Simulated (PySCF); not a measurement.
CH$_{5}$OSi, doublet, SMILES `OC[SiH2]`.

Method: ωB97X/def2-TZVP; geometry: GFN2-xTB; program: PySCF. No frequency check shows the geometry to be a minimum. GFN2-xTB doesn't know the spin state, so this open-shell geometry is rough.

Coordinates in Å:

```
O1       1.6245    0.3360   -0.1432
C2       0.5966   -0.6096    0.1172
Si3     -1.1502    0.1319   -0.0994
H4       1.5102    1.0874    0.4473
H5       0.7748   -1.4274   -0.5827
H6       0.7241   -1.0254    1.1292
H7      -1.2879    1.3437    0.7071
H8      -2.1947   -0.8553    0.1323
```

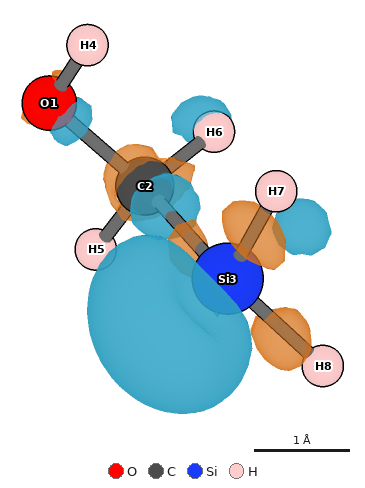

Fukui function f⁺ = ρ(N+1) − ρ(N) at fixed geometry, surfaces at ±0.04 e/Å³ (light blue positive, orange negative).

On which atoms does the density change most on addition of an electron?

Answer. f⁺ (Hirshfeld-condensed) is largest on Si3 (0.61); the vertical electron affinity is 0.49 eV (to the singlet anion, which needn't be its lowest state; rough: the basis has no diffuse functions). Condensed values hint at sites of nucleophilic attack but needn't mark the atom that reacts. Orbital relaxation makes it negative in places (0.15 e in all).
